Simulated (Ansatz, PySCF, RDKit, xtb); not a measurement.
# C4H5FN2O: which of the isomers drawn lies lowest?

Which of a sample of isomers of C4H5FN2O is the most stable in the gas at 298.15 K, and what are its properties? The sample is small against all isomers, and the most stable one of this formula need not be in it.

Plan: many cheap relaxations first (GFN2-xTB), then density-functional screening, relaxation at B3LYP/def2-SVP, vibrations (at GFN2-xTB) and a final energy. The numbers are computed, not measured.

## 1. Possible bonding patterns

Isomers were taken from a list of plausible structures; this is a sample, not all of them. That gives 14 candidates.

```
label              SMILES     spin
 c003       FCOc1ncc[nH]1  singlet
 c042          CNc1conc1F  singlet
 c092        CCc1noc(F)n1  singlet
 c152    C[C@H](F)c1ncon1  singlet
 c159        CCc1nc(F)no1  singlet
 c355     N=C/C=C(/F)NC=O  singlet
 c441    N#C[C@H](F)CNC=O  singlet
 c506       COc1n[nH]cc1F  singlet
 c518       FCOc1ccn[nH]1  singlet
 c764          NCc1conc1F  singlet
 c814          CNc1cnoc1F  singlet
 c847     C=N/C=C(/F)NC=O  singlet
 c879  CNC(=O)[C@H](F)C#N  singlet
 c894     COc1c[nH]c(F)n1  singlet
```

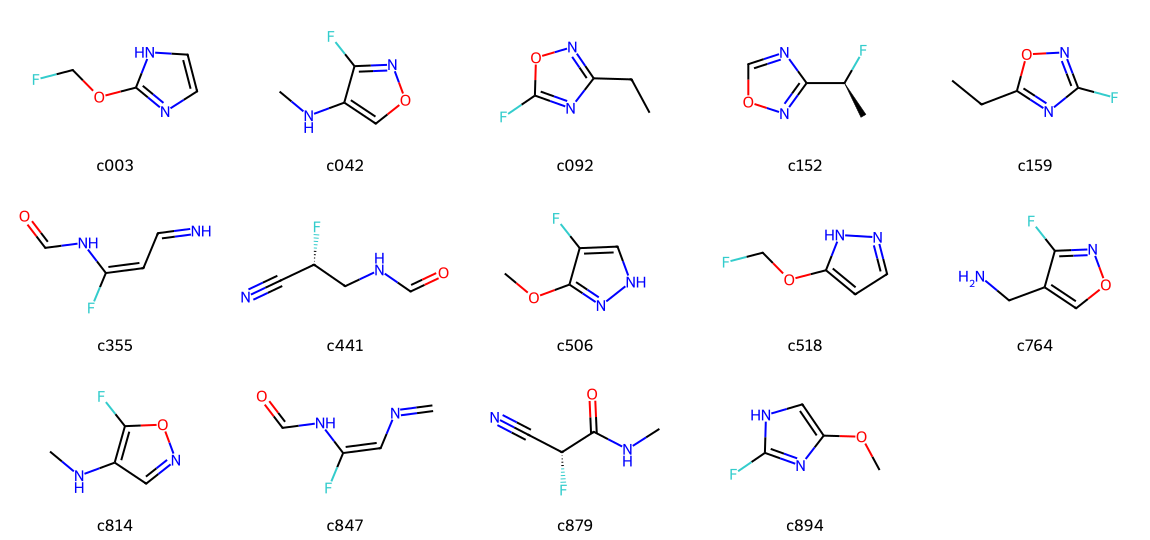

Structural formulas of the candidates.

Candidates are built by distance geometry, with a force field where one applies, in up to four conformers (letters a to d).

Q: Predict the outcome of this search (final energies at CCSD(T)/def2-SVP + MP2/def2-TZVPP - MP2/def2-SVP).

| quantity | value |
| --- | --- |
| lowest structure found | FCOc1ncc[nH]1, singlet |
| next finalist | COc1c[nH]c(F)n1, singlet, 8.7 kcal/mol higher in G |
| share at equilibrium, among the finalists | 100.0 % |
| dipole moment (PBE0/def2-SVPD) | 2.93 D |
| HOMO energy (PBE0/def2-SVPD) | -6.46 eV |
| LUMO energy (PBE0/def2-SVPD) | 0.62 eV |
| HOMO–LUMO gap (PBE0/def2-SVPD) | 7.08 eV |
| lowest excitation (TD-PBE0/def2-SVPD) | 5.90 eV (f = 0.004) |
| strongest of the states computed, same level | 6.53 eV (f = 0.214) |
| lowest triplet excitation, same level, Tamm-Dancoff | 4.40 eV |
| vertical ionisation energy | 8.52 eV |
| vertical electron affinity | -1.66 eV (unbound: the value depends on the basis) |
| vertical triplet less singlet | +4.37 eV |

The search ends on `FCOc1ncc[nH]1`. Among the finalists first place is clear (8.7 kcal/mol); structures outside the list aren't covered. GFN2-xTB, r2SCAN-D4/def2-SVP, B3LYP/def2-SVP, HF/def2-SVP and MP2/def2-SVP already put its bonding pattern lowest among the structures in one piece; HF/STO-3G favours the singlet CCc1noc(F)n1 (c092a, not a finalist). Lowest found is not proven lowest: the search is finite, and each finalist counts with one conformer. Only 14 drawn patterns were tried, so whole families of isomers are missing, and the result ranks this sample alone.
